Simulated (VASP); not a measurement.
Data:

```
CELL_PARAMETERS angstrom
      3.74052     0.00000     0.00000
      0.00000     3.74052     0.00000
      0.00000     0.00000     3.74052
ATOMIC_POSITIONS crystal
  K  0.00000 0.00000 0.00000
  Cl 0.50000 0.50000 0.50000
```

All values below come from PBEsol GGA, VASP's PBE PAW potentials (set 64) (plane waves; VASP). Run with 400 eV cut-off, 8×8×8 Γ-centred mesh, tetrahedra with Blöchl corrections, potentials K_sv Cl.

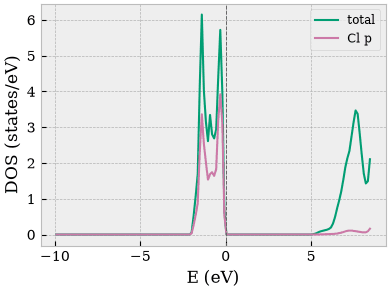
Total and projected density of states, zero at the valence-band maximum

Within 2 eV below the valence-band maximum the largest weight inside VASP's projection spheres is Cl p.

The gap is indirect, 4.94 eV, from the valence maximum at M to the conduction minimum at Γ.

The structure was generated: KCl was put into the CsCl type type (Pm-3m), which need not be its known phase. It was relaxed first, which changed the volume by -16 %.
